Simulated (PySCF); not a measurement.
# NbH2: quartet, from a bent start

Aim: relax NbH2 as a quartet from a bent start, check by its vibrations whether the end is a minimum, and collect its spectrum and constants.

Computed with PySCF 2.14.0. Level: PBE, basis Nb def2-TZVP with ECP28, H def2-TZVP, scalar-relativistic core potentials, no spin–orbit coupling, density fitting.

## Step 1: Starting geometry

3 atoms, charge 0, spin multiplicity 4.

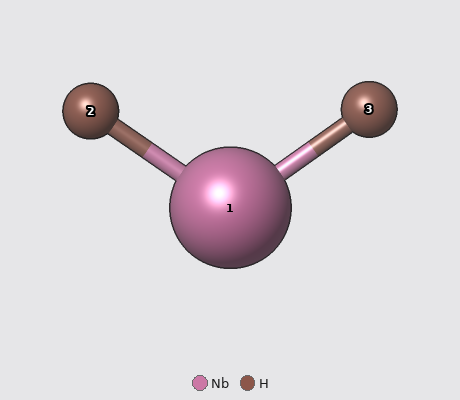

The starting geometry (niobium pink, hydrogen brown); atoms are numbered from 1 in the order of the file.

```xyz
3
charge 0 multiplicity 4
Nb    0.0000    0.0000    0.0000
H     1.4663    0.0000    1.0267
H    -1.4663    0.0000    1.0267
```

## Step 2: First SCF at the start

One driver script runs all steps and calls PySCF; scf.py shows how it sets up the SCF of each step. The optimiser is the driver's own. After this first run the driver tries any further starts and a stability analysis.

Input file scf.py:

```python
from pyscf import gto, scf, dft
mol = gto.M(atom='''
Nb     0.000000     0.000000     0.000000
H      1.466300     0.000000     1.026700
H     -1.466300     0.000000     1.026700''',
    basis={'Nb': 'def2-TZVP', 'H': 'def2-TZVP'},
    ecp={'Nb': 'def2-TZVP'},
    charge=0, spin=3)
mf = dft.UKS(mol, xc='PBE')
mf.grids.atom_grid = (50, 194)
aux = {'Nb': 'def2-universal-JKFIT', 'H': 'def2-universal-JKFIT'}
mf = mf.density_fit(auxbasis=aux)
mf.conv_tol = 1e-08
mf.diis_space = 10
mf.max_cycle = 60
mf.init_guess = 'minao'
mf.verbose = 4
mf.kernel()
```

Run with:

```sh
> OMP_NUM_THREADS=2 python axn.py task.json out
```

The program printed:

```text
init E= -51.840824852836
[... the frontier-level lines of each cycle are left out ...]
cycle= 1 E= -56.0831202942307  delta_E= -4.24  |g|= 1.82  |ddm|= 3.16
cycle= 2 E= -53.9658302332977  delta_E= 2.12  |g|= 2.45  |ddm|=  5.6
cycle= 3 E= -58.0073529795315  delta_E= -4.04  |g|= 0.186  |ddm|=  5.3
cycle= 4 E= -57.9958318983268  delta_E= 0.0115  |g|= 0.245  |ddm|= 1.03
cycle= 5 E= -58.0337200040954  delta_E= -0.0379  |g|= 0.101  |ddm|= 0.278
cycle= 6 E= -58.0392609726673  delta_E= -0.00554  |g|= 0.0466  |ddm|= 0.132
cycle= 7 E= -58.0406538025519  delta_E= -0.00139  |g|= 0.00872  |ddm|= 0.0763
cycle= 8 E= -58.0407041045007  delta_E= -5.03e-05  |g|= 0.00105  |ddm|= 0.0212
cycle= 9 E= -58.0407055431245  delta_E= -1.44e-06  |g|= 0.000749  |ddm|= 0.00741
cycle= 10 E= -58.0407058819962  delta_E= -3.39e-07  |g|= 0.000295  |ddm|= 0.000769
cycle= 11 E= -58.0407059263619  delta_E= -4.44e-08  |g|= 0.000172  |ddm|= 0.000796
cycle= 12 E= -58.0407059444653  delta_E= -1.81e-08  |g|= 4.95e-05  |ddm|= 0.000173
cycle= 13 E= -58.04070594571  delta_E= -1.24e-09  |g|= 1.81e-05  |ddm|= 0.000112
Extra cycle  E= -58.040705945537  delta_E= 1.73e-10  |g|= 2.11e-05  |ddm|= 5.12e-05
converged SCF energy = -58.040705945537  <S^2> = 3.7693911  2S+1 = 4.0096838
```

This step, with its further starts and checks, took 6.1 s on 2 threads of Arm Neoverse V1, shared host.

Energies from each starting density:

```
                      start  energy (Eh)
    the minimal-basis guess   -58.040706
a thermally smeared density   -58.041359
      a smeared PBE density   -58.041359
```

The first run landed in a state that is too high. Following the other starts and the instabilities gains 3.3 kJ/mol (-58.04195 Eh), and the work goes on from there.

## Step 3: Relaxing the quartet from the bent start

The program finds C2v symmetry in the start, which this walk keeps. The walk stops when the largest gradient is under 0.0003 Eh/bohr and the energy has settled too.

scf.py, as its differences from that of step 2:

```diff
@@ -3,3 +3,3 @@
-Nb     0.000000     0.000000     0.000000
-H      1.466300     0.000000     1.026700
-H     -1.466300     0.000000     1.026700''',
+Nb     0.000000     0.000000    -0.021802
+H      1.466300     0.000000     1.004898
+H     -1.466300     0.000000     1.004898''',
@@ -16 +15,0 @@
-mf.init_guess = 'minao'
```

Energy and gradient, step by step:

| step | energy (Eh) | change (kJ/mol) | largest symmetric gradient (Eh/bohr) |
| --- | --- | --- | --- |
| 0 | -58.041950 | 0.00 | 0.00665 |
| 1 | -58.042240 | -0.76 | 0.00387 |
| 2 | -58.042413 | -1.22 | 0.00039 |
| 3 | -58.042414 | -1.22 | 0.00010 |

The walk took 2.7 s.

Geometry (Å) and forces (eV/Å) at some steps:

```
step 0
Nb   0.000   0.000  -0.022   0.000   0.000   0.342
H    1.466   0.000   1.005  -0.040   0.000  -0.171
H   -1.466   0.000   1.005   0.040  -0.001  -0.171
step 1
Nb   0.000   0.000   0.000   0.000   0.000   0.199
H    1.482   0.000   0.994  -0.012   0.001  -0.100
H   -1.482   0.000   0.994   0.012  -0.001  -0.100
step 2
Nb   0.000   0.000   0.035   0.000   0.000  -0.020
H    1.510   0.000   0.977   0.010   0.001   0.010
H   -1.510   0.000   0.977  -0.009  -0.001   0.010
step 3
Nb   0.000   0.000   0.033   0.000   0.000  -0.005
H    1.509   0.000   0.978   0.005   0.001   0.003
H   -1.509   0.000   0.978  -0.005  -0.001   0.003
```

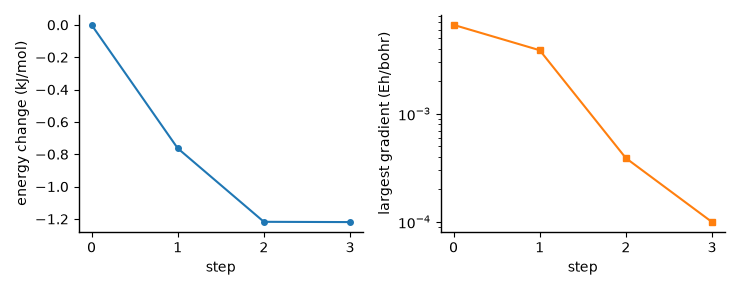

Energy and largest gradient along the walk.

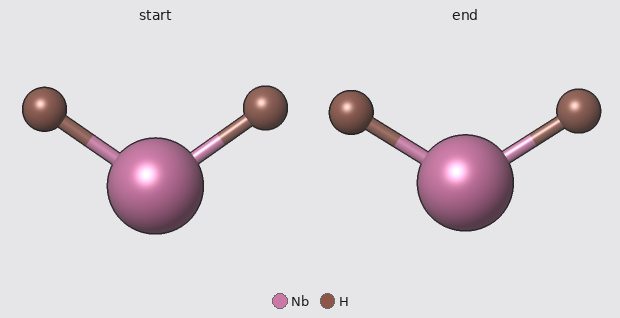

The geometry along the walk, at one scale.

End point (C2v, 3 steps, 1.2 kJ/mol gained): Nb–H 1.780 Å (×2); H–Nb–H 115.9°.

## Step 4: Hessian and properties

On the finer grid the gradient is checked again; gradients at displacements of ±0.02 bohr then give force constants and infrared intensities.

scf.py, as its differences from that of step 3:

```diff
@@ -3,3 +3,3 @@
-Nb     0.000000     0.000000    -0.021802
-H      1.466300     0.000000     1.004898
-H     -1.466300     0.000000     1.004898''',
+Nb     0.000000     0.000000    -0.020206
+H      1.509917     0.000000     0.924515
+H     -1.509917     0.000000     0.924515''',
@@ -10 +10 @@
-mf.grids.atom_grid = (50, 194)
+mf.grids.atom_grid = (75, 302)
@@ -13 +13 @@
-mf.conv_tol = 1e-08
+mf.conv_tol = 1e-10
```

The driver hands on the density of the step before, so the log starts near convergence.

Log of the central SCF (cycles and frontier levels):

```text
init E= -58.0424175025154
[... the frontier-level lines of each cycle are left out ...]
cycle= 1 E= -58.0424175023073  delta_E= 2.08e-10  |g|= 2.09e-05  |ddm|= 5.26e-05
cycle= 2 E= -58.0424175013989  delta_E= 9.08e-10  |g|= 4.2e-05  |ddm|= 9e-05
cycle= 3 E= -58.0424175025929  delta_E= -1.19e-09  |g|= 3.26e-06  |ddm|= 6.05e-05
cycle= 4 E= -58.0424175025999  delta_E= -7.03e-12  |g|= 7.22e-07  |ddm|= 6.76e-06
Extra cycle  E= -58.0424175026007  delta_E= -7.67e-13  |g|= 5.63e-07  |ddm|= 4.52e-06
converged SCF energy = -58.0424175026007  <S^2> = 3.7677281  2S+1 = 4.0088543
```

The whole step took 15 s.

Geometry: C2v; Nb–H 1.781 Å (×2); H–Nb–H 115.9°.

Harmonic modes (main isotopes):

```
ω (cm⁻¹)  IR (km/mol)  μ (u)
     618         82.4   1.02
    1468          980   1.02
    1716          102   1.01
```

No imaginary mode, so this is a minimum.

Here the density breaks the symmetry of the frame, and no labels are given.

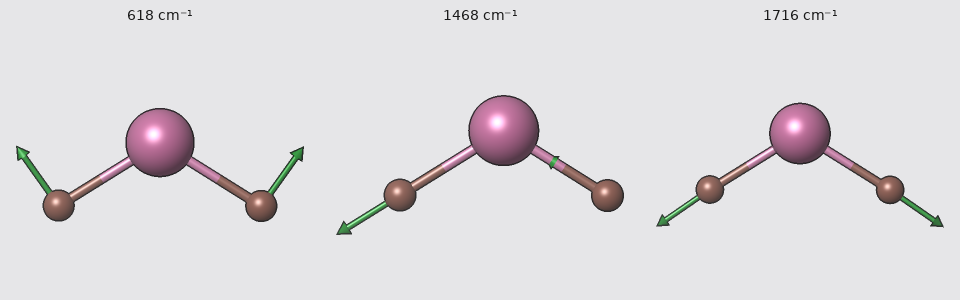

How the atoms move in 3 of the modes.

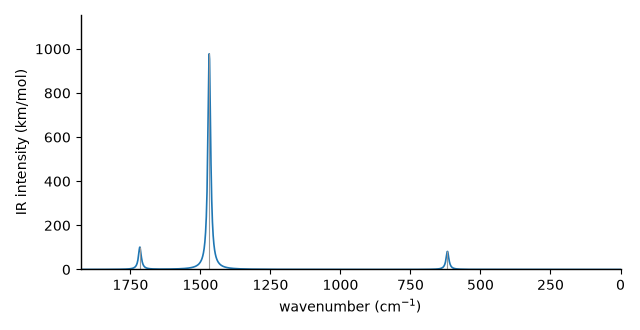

The harmonic infrared spectrum (widths in cm⁻¹). Lines are broadened to a width of 12 cm⁻¹ (Lorentzian).

Properties at this point:

```yaml
Dipole_moment: 2.36 D
Highest_occupied_level: -4.22 eV
Lowest_empty_level: -4.02 eV
Rotational_constants: 9.574, 3.668, 2.652 cm⁻¹
Zero-point_energy: 22.7 kJ/mol
Principal_polarisabilities: 60.5, 66.1, 68.9 bohr³
Atomisation_energy_without_zero-point_energy: 537 kJ/mol
Principal_traceless_quadrupole_moments_about_the_centre_of_mass: -2.74, -0.36, 3.10 D Å
Entropy_at_298.15_K_and_1_bar_electronic_part_spin_only: 238.1 J/(mol K)
Heat_capacity_Cp_at_298.15_K: 37.9 J/(mol K)
Enthalpy_at_298.15_K_above_0_K: 10.33 kJ/mol
Rotational_symmetry_number: 2
Spin_squared_⟨S²⟩: 3.768
```

Populations by atom (charges in e):

```
atom  Mulliken  Löwdin  polar tensor  spin (Mulliken)  Mayer order to Nb1
 Nb1      0.28    0.20          0.82             3.19                   –
H2,3     -0.14   -0.10         -0.41            -0.10                0.98
```

Outer orbital energies (eV). α occupied: -36.63, -36.32, -36.27, -7.51, -6.86, -4.68, -4.36, -4.22; empty: -4.02, -2.60, -2.06, -1.47. β occupied: -59.43, -35.49, -34.55, -34.53, -7.26, -6.62; empty: -2.94, -2.53, -2.01, -1.89.

Mulliken populations on Nb1 (outside its core potential): s 2.89, p 6.17, d 3.65, f 0.01.

## Step 5: Outcome

```
                                          quantity                             value
                                           minimum                      quartet, C2v
                                          geometry  Nb–H 1.781 Å (×2); H–Nb–H 115.9°
                                wavenumbers (cm⁻¹)                   618, 1468, 1716
                                     dipole moment                            2.36 D
highest occupied, lowest empty level (either spin)                   -4.22, -4.02 eV
                        polar-tensor charge of Nb1                           +0.82 e
                                 zero-point energy                       22.7 kJ/mol
                               entropy at 298.15 K                   238.1 J/(mol K)
         atomisation energy (no zero-point energy)                        537 kJ/mol
                                              ⟨S²⟩                             3.768
```

What this shows: The molecule stays C2v, as typed, and the end point is a minimum. The strongest infrared band lies at 1468 cm⁻¹ (stretch). Most of the spin sits on Nb1 (Mulliken spin 3.19, against 3 for the whole molecule). The first SCF alone would have been 3 kJ/mol too high. Only this shape and spin were tried, so other structures or states may lie lower. The SCF density has lower symmetry than the nuclear frame. One determinant may miss the lowest occupation of an open d or f shell.

The search up to here took 24 s.
